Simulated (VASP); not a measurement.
Band structure of FeAl (relaxed from the CsCl type structure, space group Pm-3m). Level of theory: PBEsol GGA, VASP's PBE PAW potentials (set 64) (plane waves; VASP).

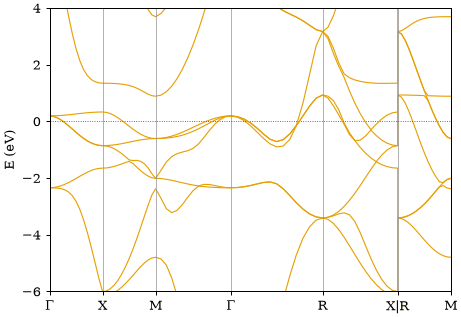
Figure. Bands along high-symmetry lines, zero at the valence-band maximum or, without a gap, the Fermi level

Read the plot: is there a gap, and where are the band edges?

It has no gap at this level: it comes out as a metal or semimetal. (Edges off the drawn lines would not show.)

The structure was generated: FeAl was put into the CsCl type type (Pm-3m), which need not be its known phase. It was relaxed first, which changed the volume by -36 %. The run is not spin-polarised, so no magnetic state was tried. The electron count is odd and the run is not spin-polarised, which forces a metal.
